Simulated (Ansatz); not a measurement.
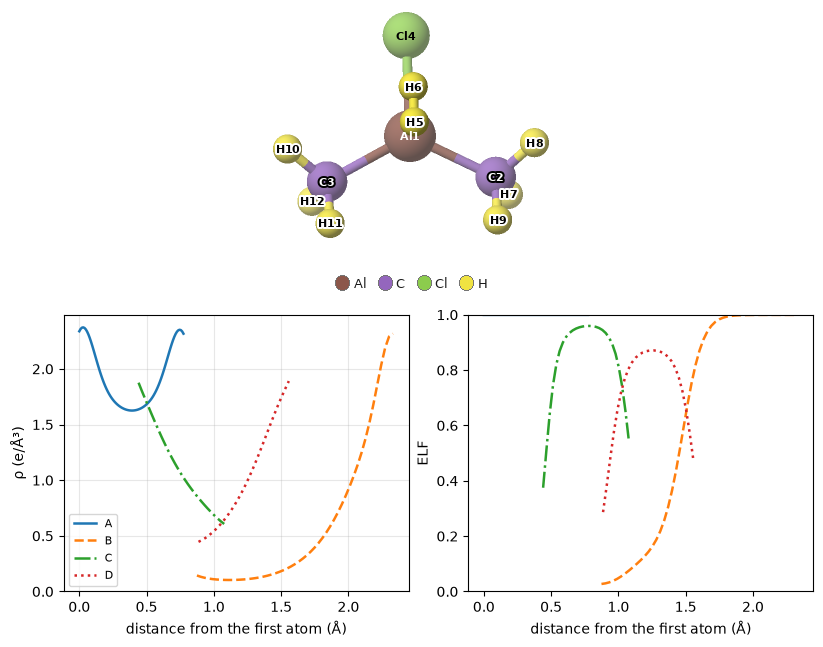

*C2H6AlCl···H2. Electron density and ELF along straight lines between neighbouring atoms. The curves leave out the atomic cores. The structure is drawn too.*

Computed with RKS PBE-D4/def2-SVP (Ansatz 0.2.0).

Input

```
crystal:
  periodic: [false, false, false]
  atoms:
    - { symbol: Al, position_ang: [-0.279773, 0.656517, 0.117762] }
    - { symbol: C, position_ang: [1.484922, 0.112931, 0.79169] }
    - { symbol: C, position_ang: [-0.967451, 0.22012, -1.661359] }
    - { symbol: Cl, position_ang: [-1.4852, 1.894216, 1.374168] }
    - { symbol: H, position_ang: [-0.197136, -1.491065, 1.30815] }
    - { symbol: H, position_ang: [-0.831925, -1.792874, 1.400015] }
    - { symbol: H, position_ang: [2.245668, 0.865938, 0.483013] }
    - { symbol: H, position_ang: [1.532016, 0.049272, 1.89599] }
    - { symbol: H, position_ang: [1.815504, -0.853184, 0.359795] }
    - { symbol: H, position_ang: [-1.816675, 0.870246, -1.954648] }
    - { symbol: H, position_ang: [-1.326885, -0.831968, -1.680819] }
    - { symbol: H, position_ang: [-0.173065, 0.299851, -2.433858] }
basis:
  gaussian: { orbitals: def2-SVP }
hamiltonian:
  xc: pbe
  dispersion: d4
relax:
  f_tol: 0.03
  max_steps: 50
output:
  orbitals: {}
```

Run with:

```sh
ansatz run input.yaml --threads 2 --pin off --max-ram 3072MiB --backend cpu --events-out ev --progress --plain --runs-dir out
```

The fields are those of the relaxed geometry.

Question: Which curve belongs to which contact (Al–Cl, Al–H, C–Al and H–H)? The first atom named is at distance zero.

Answer: Curve A: H–H (0.77 Å): the density is about 1.6 e/Å³ at the midpoint; the ELF is about 1 at the midpoint. Curve B: Al1···H6 (2.33 Å): the density falls to about 0.1 e/Å³ on the way; the ELF climbs to about 1 towards the hydrogen. Curve C: C–Al (1.96 Å): ρ at the midpoint is about 0.71 e/Å³; the ELF peaks at about 0.95 between the atoms, as expected for a shared but strongly polarised pair. Curve D: Al–Cl (2.15 Å): ρ at the midpoint is about 0.64 e/Å³; the ELF peaks at about 0.85 in the valence shell of Cl, 0.9 Å from its nucleus, and is about 0.80 at the midpoint.
